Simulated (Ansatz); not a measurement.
**CCSDTQ/STO-3G run of CH3FO (SMILES OCF)**

Aim: the energy change on altering one bond length of CH3FO at CCSDTQ/STO-3G, from 2 runs. 

The calculation is run with Ansatz 0.2.0.

68 further runs of the same task are left out: 2 that didn't finish, 66 set aside as unsound or not needed.

**1. The molecule**

The species is CH3FO (6 atoms), meant as a singlet with charge 0. SMILES: `OCF`. The coordinates come from a PBE0-D4/def2-TZVP relaxation. This is one conformer, not always the lowest.

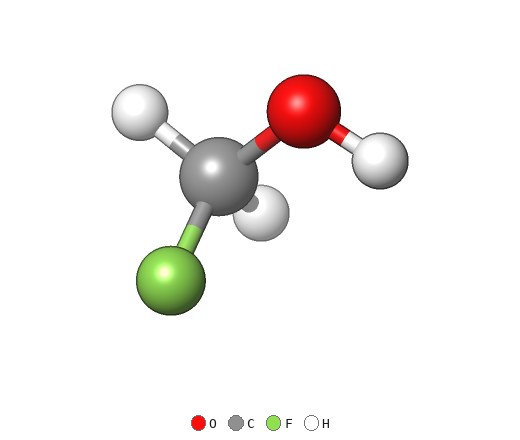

The structure, seen from a chosen angle (oxygen red, carbon grey, fluorine green, hydrogen white).

**2. The energy at CCSDTQ/STO-3G**

File input.yaml:

```yaml
crystal:
  periodic: [false, false, false]
  atoms:
    - {symbol: O, position_ang: [-0.794000, -0.697200, -0.247400]}
    - {symbol: C, position_ang: [0.250200, 0.049000, 0.230800]}
    - {symbol: F, position_ang: [-0.094100, 1.383200, 0.323800]}
    - {symbol: H, position_ang: [-0.928700, -0.495100, -1.178000]}
    - {symbol: H, position_ang: [1.136800, 0.004900, -0.412500]}
    - {symbol: H, position_ang: [0.472100, -0.308800, 1.237300]}
basis:
  gaussian:
    orbitals: STO-3G
accuracy: high
correlation:
  method: ccsdtq
  frozen_orbitals: {C: 1, F: 1, H: 0, O: 1}
scf:
  omitted_lower_state_checks: [cluster_reference, increment]
```

On the command line:

```
ansatz run input.yaml --threads 1 --pin off --max-ram 2610MiB --events-out events.jsonl --progress --plain --runs-dir runs
```

Log, cut to the lines that bear on the results:

```text
Warning: RAYON_NUM_THREADS=1 ignored (pool sized by the plan → 1); use --threads N
Functional definition: HF
  name "HF"
[...]
322 factors; integrals over basis functions are off by at most 3.3e-8 eV
[...]
mean field -5741.67776127 eV, -211.0027658775 hartree, gradient 2.3e-8 eV, S^2 0.000000; 0 other end points of the search recorded, 0 dependent functions left out
3 core orbitals not correlated: weight in the atoms' cores, before any rotation towards them, 1.000 or more for the frozen orbitals, at most 0.000 for the correlated occupied ones
reference -5741.67776127 eV, -211.0027658775 hartree; 10, 10 occupied and 5, 5 virtual orbitals, 322 factors
second order -2.70431161 eV of doubles, -0.00000000 eV of singles
cycle   1  -3.26888269 eV  change   -5.6e-1 eV  update   6.3e-2
[...]
cycle  24  -3.63648424 eV  change  -1.5e-10 eV  update   1.5e-9
Total energy: -5745.31424551 eV, -211.1364042085 hartree
Checks for a lower state left out: cluster_reference, increment
```

It took 14 s on 1 thread of Arm Neoverse V1, shared host; peak memory 0.19 GiB.

**3. The distorted shape, same level**

File in.yaml:

```yaml
basis:
  gaussian:
    orbitals: STO-3G
crystal:
  periodic: [false, false, false]
  atoms:
    - symbol: O
      position_ang: [-0.760327, -0.747722, -0.014764]
    - symbol: C
      position_ang: [0.283873, -0.001522, 0.463436]
    - symbol: F
      position_ang: [-0.060427, 1.332678, 0.556436]
    - symbol: H
      position_ang: [-0.928700, -0.495100, -1.178000]
    - symbol: H
      position_ang: [1.170473, -0.045622, -0.179864]
    - symbol: H
      position_ang: [0.505773, -0.359322, 1.469936]
correlation:
  method: ccsdtq
  frozen_orbitals: {C: 1, F: 1, H: 0, O: 1}
accuracy: high
scf:
  omitted_lower_state_checks: [cluster_reference, increment]
```

On the command line:

```
ansatz run in.yaml --threads 1 --pin off --max-ram 2610MiB --events-out events.jsonl --progress --plain --runs-dir runs
```

Log, cut to the lines that bear on the results:

```text
Warning: RAYON_NUM_THREADS=1 ignored (pool sized by the plan → 1); use --threads N
[... 2 set-up lines as earlier in the session ...]
[...]
322 factors; integrals over basis functions are off by at most 3.7e-8 eV
[...]
mean field -5740.68887213 eV, -210.9664248721 hartree, gradient 1.6e-8 eV, S^2 0.000000; 0 other end points of the search recorded, 0 dependent functions left out
3 core orbitals not correlated: weight in the atoms' cores, before any rotation towards them, 1.000 or more for the frozen orbitals, at most 0.000 for the correlated occupied ones
reference -5740.68887213 eV, -210.9664248721 hartree; 10, 10 occupied and 5, 5 virtual orbitals, 322 factors
second order -3.05414608 eV of doubles, -0.00000000 eV of singles
cycle   1  -3.71443491 eV  change   -6.6e-1 eV  update   7.3e-2
[...]
cycle  26  -4.17670679 eV  change  -1.7e-10 eV  update   1.4e-9
Total energy: -5744.86557892 eV, -211.1199160156 hartree
Checks for a lower state left out: cluster_reference, increment
```

Run time: 15 s. Hardware: 1 thread of Arm Neoverse V1, shared host; peak memory 0.19 GiB.

**4. What came out**

At CCSDTQ/STO-3G, 3 core orbitals frozen:

| quantity | value |
| --- | --- |
| first shape: total energy | -211.13640 Eh |
| first shape: correlation energy (3 core orbitals frozen) | -133.6 mEh |
| first shape: T1 diagnostic | 0.008 |
| distorted shape: total energy | -211.11992 Eh |
| distorted shape: correlation energy (3 core orbitals frozen) | -153.5 mEh |
| distorted shape: T1 diagnostic | 0.009 |
| energy change with the O1–H4 bond stretched from 0.962 to 1.202 Å | 0.449 eV |

With the O1–H4 bond stretched from 0.962 to 1.202 Å the energy rises by 0.45 eV (43.3 kJ/mol). The first shape isn't relaxed at this level, so the change isn't measured from a minimum. The minimal basis adds a large error of its own.
